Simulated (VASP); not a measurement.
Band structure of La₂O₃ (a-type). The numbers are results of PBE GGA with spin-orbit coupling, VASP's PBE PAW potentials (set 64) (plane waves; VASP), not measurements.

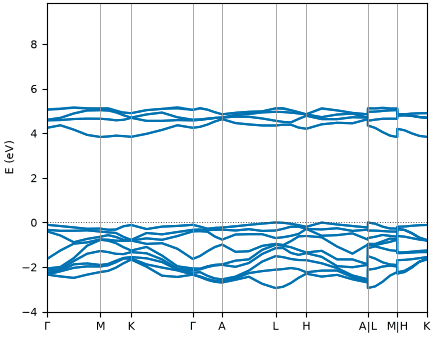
Fig. 1. Bands along high-symmetry lines, zero at the valence-band maximum or, without a gap, the Fermi level

Task: Read the plot: is there a gap, and where are the band edges?

Result: The gap is indirect, 3.83 eV, from the valence maximum at L to the conduction minimum at M.

The compound is La2O3 in the a-type structure. It was relaxed first.
